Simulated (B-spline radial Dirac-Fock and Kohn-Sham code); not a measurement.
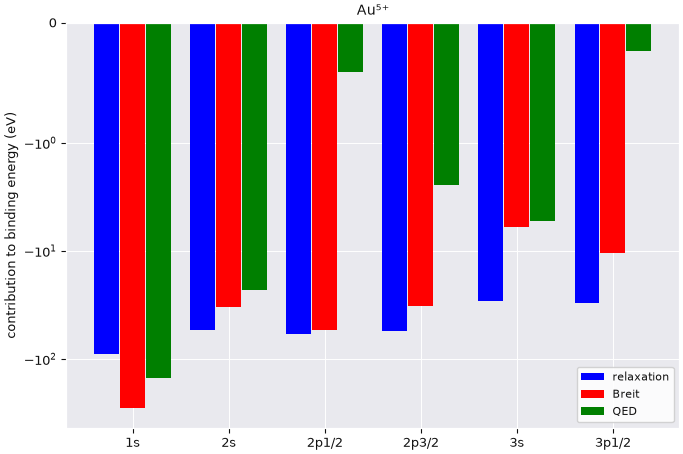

Figure. Bars give the relaxation, Breit and QED contributions (eV) to the binding energies of the deepest subshells, counted from the Koopmans value, on an axis that is logarithmic beyond ±1 eV. The figure is for Au⁵⁺, configuration [Xe] 4f14 5d6, inside a Watson sphere of charge −5 and radius 3 Å that stands in for a crystal. Level of theory: Dirac–Fock ΔSCF (average of configuration, Fermi nucleus, Breit and QED terms, no correlation); calculated with a radial B-spline solver. Open shells are averaged over j.

Summarise the result.

For 1s (bound by 80.779 keV) relaxation contributes −90.4 eV, the Breit interaction −285 eV and QED −150 eV, so Breit is the largest correction there. For 3p1/2 the three are −30.4 eV, −10 eV and −0.23 eV. Relaxation is largest in size for 1s.
